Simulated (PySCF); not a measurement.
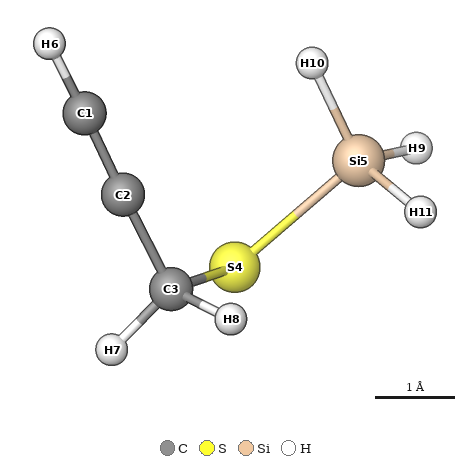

The structure as given in the input (ball-and-stick view, seen at a tilt; atoms are numbered from 1 in the order of the input).

## Property calculation, with input and output: C3H6SSi

C3H6SSi, SMILES C#CCS[SiH3], computed with CCSD/STO-3G, RHF (PySCF 2.14.0).

The geometry comes from this level: GFN2-xTB.

## The program's output
```
converged SCF energy = -794.413330367866
E(CCSD) = -794.7290209842682  E_corr = -0.3156906164024065
total energy: -794.72902098 hartree
Dipole moment(X, Y, Z, Debye):  0.81572,  0.98637, -0.08862
 ** Mulliken pop  **
pop of  0 C 1s            1.99420
pop of  0 C 2s            1.09321
pop of  0 C 2px           1.01127
pop of  0 C 2py           1.01057
pop of  0 C 2pz           1.02482
pop of  1 C 1s            1.99422
pop of  1 C 2s            1.08085
pop of  1 C 2px           0.99153
pop of  1 C 2py           0.98648
pop of  1 C 2pz           0.99123
pop of  2 C 1s            1.99215
pop of  2 C 2s            1.20642
pop of  2 C 2px           0.99943
pop of  2 C 2py           0.99188
pop of  2 C 2pz           1.01066
pop of  3 S 1s            1.99992
pop of  3 S 2s            1.99685
pop of  3 S 3s            1.87975
pop of  3 S 2px           1.99649
pop of  3 S 2py           1.98718
pop of  3 S 2pz           1.97864
pop of  3 S 3px           1.84169
pop of  3 S 3py           1.41219
pop of  3 S 3pz           0.95243
pop of  4 Si 1s           1.99962
pop of  4 Si 2s           1.98755
pop of  4 Si 3s           1.21304
pop of  4 Si 2px          1.96519
pop of  4 Si 2py          1.96469
pop of  4 Si 2pz          1.96522
pop of  4 Si 3px          0.77744
pop of  4 Si 3py          0.75175
pop of  4 Si 3pz          0.78703
pop of  5 H 1s            0.89766
pop of  6 H 1s            0.91252
pop of  7 H 1s            0.92361
pop of  8 H 1s            1.14148
pop of  9 H 1s            1.13997
pop of  10 H 1s           1.14920
 ** Mulliken atomic charges  **
charge of    0C =     -0.13406
charge of    1C =     -0.04431
charge of    2C =     -0.20054
charge of    3S =     -0.04513
charge of    4Si =      0.58847
charge of    5H =      0.10234
charge of    6H =      0.08748
charge of    7H =      0.07639
charge of    8H =     -0.14148
charge of    9H =     -0.13997
charge of   10H =     -0.14920
Traceless quadrupole moment (Debye*A):

IAO charges [-0.1641 -0.0463 -0.3453 -0.0657  0.6463  0.1484  0.1436  0.127  -0.1431
 -0.1464 -0.1543]
Dipole moment(X, Y, Z, Debye):  0.69167,  0.80157, -0.08030
```

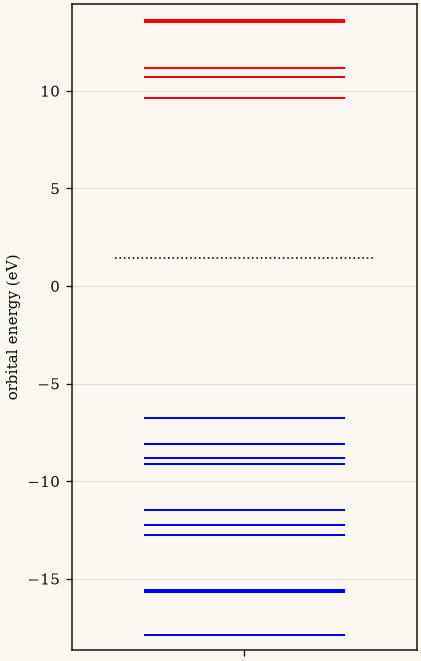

Orbital energies near the frontier (SCF reference); the dotted line parts filled from empty levels, and levels within 0.02 eV of each other stand side by side. Highest filled −6.77 eV, lowest empty 9.62 eV, 16.39 eV apart.

This output came from the following input.

## Input (calc.py)
```python
import numpy
from pyscf import gto, scf, cc, lo

mol = gto.M(
    atom='''
C     -3.054912     1.548952     2.920666
C     -1.664698    -0.146000     2.359493
C     -0.026702    -2.152190     1.541657
S     -0.005594    -2.487730    -1.930204
Si     1.692779     1.015596    -3.029873
H     -4.271877     3.011354     3.478835
H     -0.692433    -3.968595     2.252100
H      1.913801    -1.829595     2.161752
H      1.939615     0.739695    -5.746808
H      0.045580     3.085772    -2.271451
H      4.124460     1.182761    -1.736167
''',
    max_memory=1860,
    basis='sto-3g',
    unit='bohr',
    charge=0,
    verbose=3,
    spin=0,
)

mf = scf.RHF(mol)
mf.conv_tol = 1e-10
mf.kernel()
if not mf.converged:
    mf = mf.newton().run(mf.mo_coeff, mf.mo_occ)

mycc = cc.CCSD(mf)
mycc.kernel()
e_tot = mycc.e_tot
print(f'total energy: {e_tot:.8f} hartree')
dip = mf.dip_moment()
pop, q = mf.mulliken_pop()
quad = mf.quad_moment()
occ = mf.mo_coeff[:, mf.mo_occ > 0]
iaos = lo.vec_lowdin(lo.iao.iao(mol, occ), mf.get_ovlp())
c = iaos.T @ mf.get_ovlp() @ occ
pop_iao, q_iao = scf.hf.mulliken_pop(lo.iao.reference_mol(mol), (c * mf.mo_occ[mf.mo_occ > 0]) @ c.T, numpy.eye(c.shape[0]), verbose=0)
print('IAO charges', numpy.round(q_iao, 4))
dm_corr = mycc.make_rdm1(ao_repr=True)
dip_corr = mf.dip_moment(mol, dm_corr)
```

Launch command:
```bash
OMP_NUM_THREADS=1 python calc.py
```

## Results in brief

```tsv
quantity	value
outcome	converged
total energy	−794.729021 hartree
SCF energy	−794.413330 hartree
correlation energy	−0.315691 hartree
basis functions	39
T1 diagnostic	0.003
HOMO of the SCF reference	−6.77 eV
LUMO of the SCF reference	9.62 eV
hardware	1 thread of Arm Neoverse V2, 24 GiB of memory available, shared host
wall time	2.6 s
peak memory	0.15 GiB
```
